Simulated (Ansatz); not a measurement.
## Electronic structure of C₂HF₅ (SMILES FC(F)C(F)(F)F) in real space

Input

```
crystal:
  periodic: [false, false, false]
  atoms:
    - {symbol: F, position_ang: [1.120468, -0.561289, 1.227272]}
    - {symbol: C, position_ang: [0.203354, -0.717701, 0.260092]}
    - {symbol: F, position_ang: [-0.898943, -1.271178, 0.788872]}
    - {symbol: C, position_ang: [-0.156299, 0.659449, -0.313402]}
    - {symbol: F, position_ang: [0.929995, 1.220528, -0.839866]}
    - {symbol: F, position_ang: [-0.642720, 1.462795, 0.621088]}
    - {symbol: F, position_ang: [-1.066014, 0.518017, -1.274893]}
    - {symbol: H, position_ang: [0.602258, -1.367621, -0.525061]}
basis:
  gaussian: {orbitals: def2-TZVPP}
hamiltonian: {xc: pbe0, dispersion: d4}
output: {orbitals: {seedname: orbitals}}
```

Command:

```sh
ansatz run in.yaml --threads 4 --pin off --events-out ev --progress --plain --max-ram 10444MiB
```

Geometry: PBE0-D4/def2-TZVP.

Level of theory: Ansatz 0.2.0, RKS PBE0-D4/def2-TZVPP.

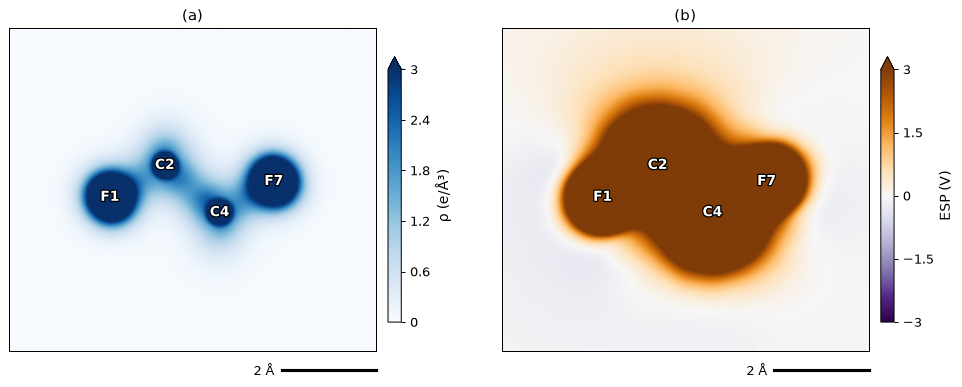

Figure 1. (a) total electron density; (b) electrostatic potential on the plane of atoms F1, C2 and C4.

> What do the fields say about this system?

Atoms in the plane: F and C. C–F (1.34 Å): the density is about 2.3 e/Å³ at the midpoint. C–C (1.53 Å): ρ at the midpoint is about 1.8 e/Å³. The potential has no marked negative region in this plane.

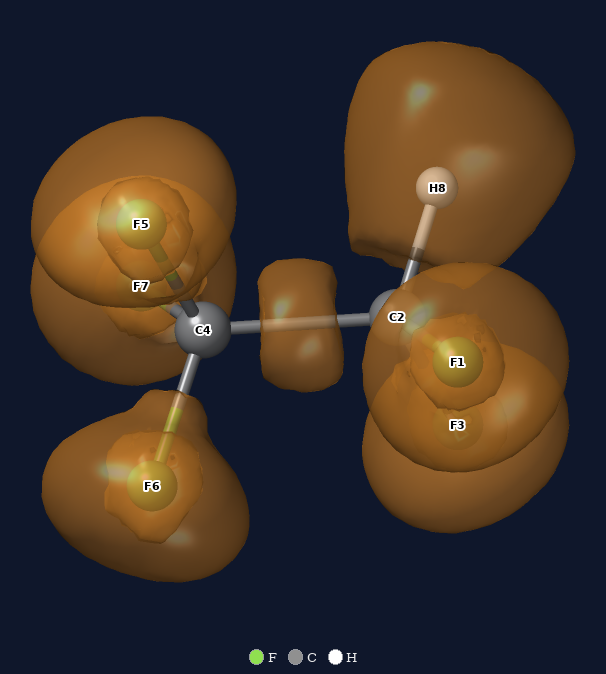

Figure 2. Isosurface of the ELF at 0.75 (orange), seen from one side. Core shells and regions of very low density are left out.

> Identify the bonds, lone pairs and shells in this picture.

At this value the surface marks out one region between bonded C–C atoms (shared pairs), one region around a hydrogen nucleus and five regions on F in which the atom's valence shell and bonds are merged. Profiles from the grid: C–F (1.32 Å): the ELF peaks at about 0.85 between the atoms, as expected for a polar covalent bond. C–C (1.53 Å): the ELF peaks at about 1 between the atoms: localised, covalent bonding.

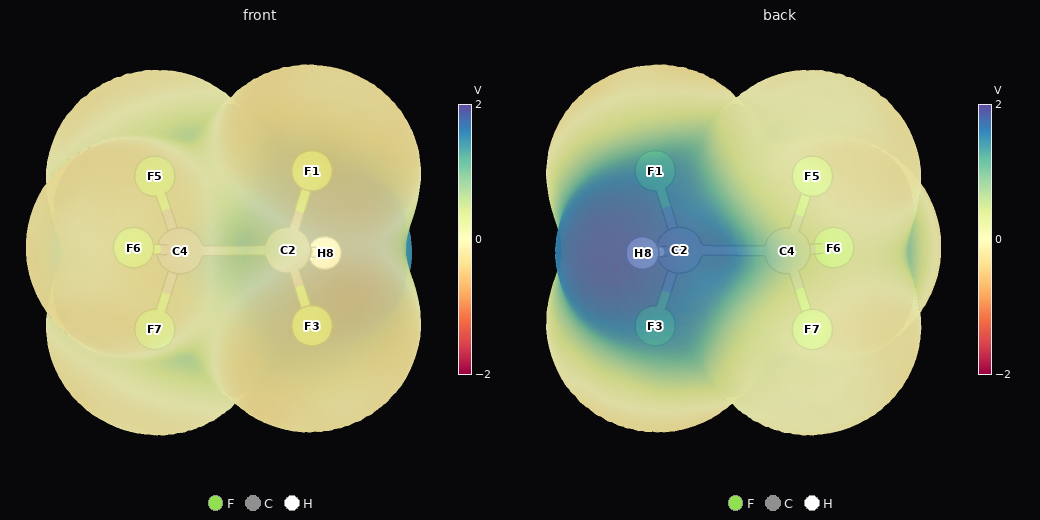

Figure 3. The molecular electrostatic potential painted on the density surface at 0.002 e/bohr³, seen from the front and from behind; the colour scale runs from red (negative) to blue (positive).

> Which sites attract a positive test charge, and which a negative one?

A positive charge is drawn to the negative regions and a negative charge to the positive ones. The most negative region (about −0.4 V) lies over F1 and F3, the most positive (about +1.9 V) over H8.
